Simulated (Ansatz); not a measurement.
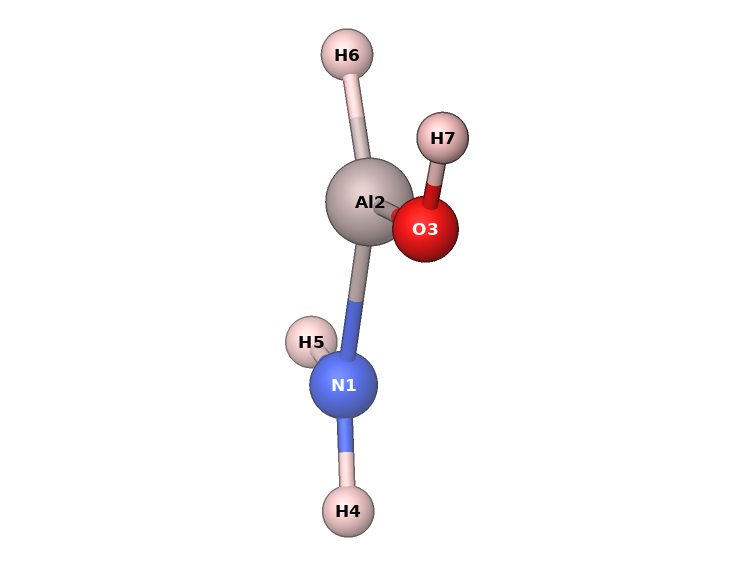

Simulated data, not a measurement (program: Ansatz).

Al2 lies behind O3. The molecule seen a little off the O3–Al2 bond, O3 in front. Atoms fade into the background with distance from the viewer. Geometry: moved along internal coordinates away from the minimum.

> What is the torsion angle H7–O3–Al2–N1? The sign is positive where the front bond must turn clockwise to cover the back bond.

180°, antiperiplanar (anti).
